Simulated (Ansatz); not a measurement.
**AlHO···CH$_{4}$: density, localisation and related maps**

```xyz
8

Al   -1.0918    0.8505   -1.7230
C     1.5715   -0.1135    1.6632
H     0.6841   -0.1476    1.0168
H     1.5078   -0.9022    2.4259
H     1.6293    0.8659    2.1573
H     2.4738   -0.2677    1.0557
O    -1.4003   -0.2525   -0.4813
H    -1.5962   -0.8796    0.2098
```

All numbers below come from Ansatz, RKS PBE0-D4/def2-SVP.

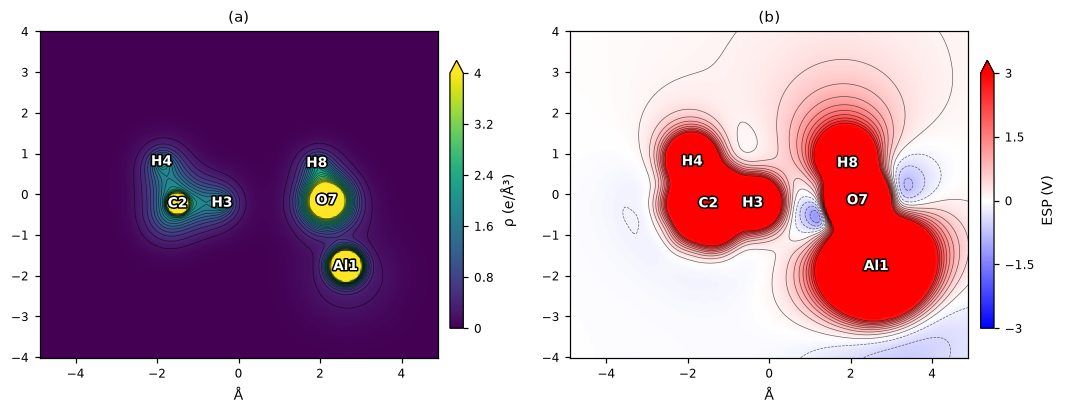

Figure 1. (a) electron density; (b) molecular electrostatic potential on the plane of atoms H3, C2 and H4.

> Interpret the plot.

Atoms in the plane: Al, C, H and O. O7···H3 (2.57 Å): the density falls to about 0.06 e/Å³ on the way (a non-bonded, intermolecular contact). Al–O (1.69 Å): the density is about 0.76 e/Å³ at the midpoint. O–H (0.95 Å): the density is about 3.7 e/Å³ at the midpoint. C–H (1.10 Å): ρ is about 1.9 e/Å³ halfway. Outside the dense part of the complex the potential is most negative (−1.0 V) near O7.

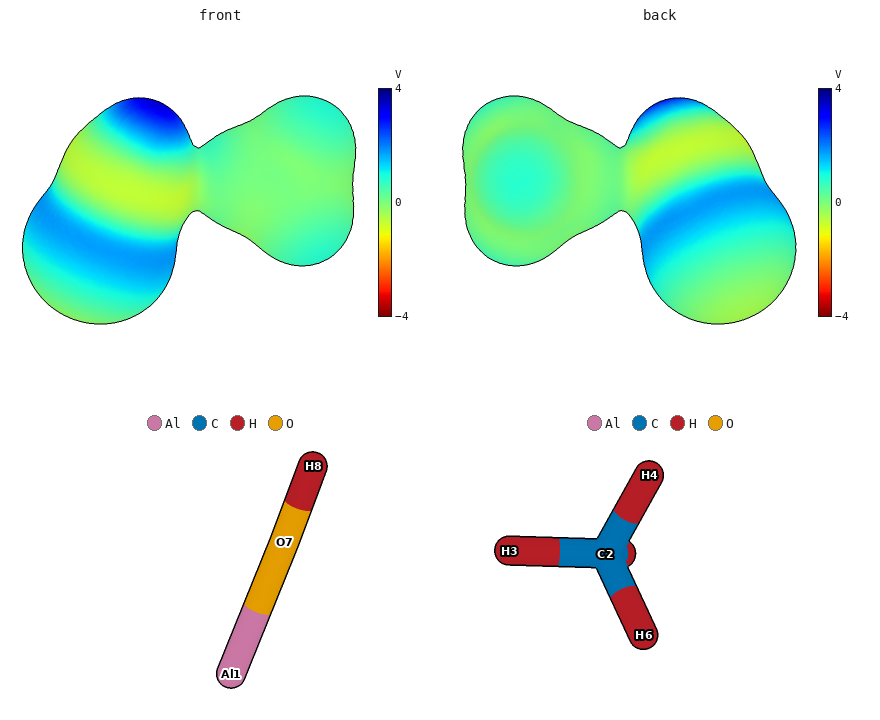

Figure 2. The electrostatic potential painted on the density surface at 0.004 e/bohr³, seen from the front and from behind; red is negative and blue positive. The bare structure is drawn below in the same view.

> Describe the electrostatic potential map.

The most negative region (about −0.7 V) lies over O7, the most positive (about +3.1 V) over H8.

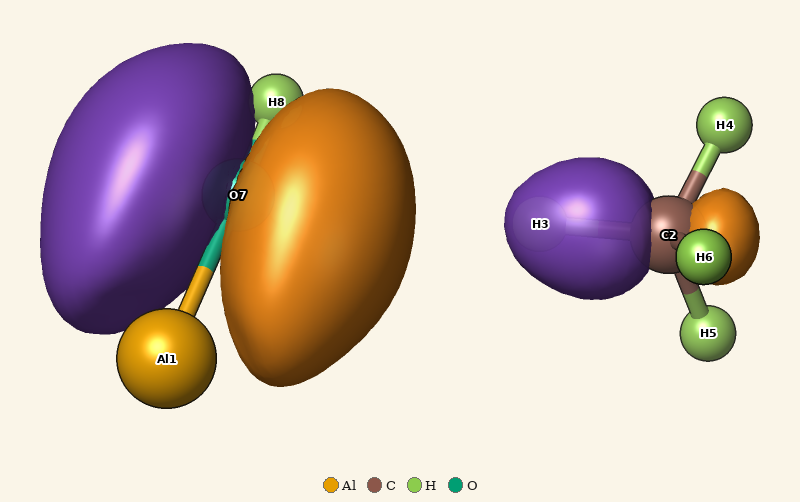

Figure 3. The HOMO−1 at ±0.1 Å⁻³ᐟ² (orange and purple are the two phases), seen at a tilt.

> Describe this orbital and give its energy.

By Hirshfeld shares it lies mainly on O7 (about 80 %); largely a lone pair of O7. Its energy is −9.11 eV.
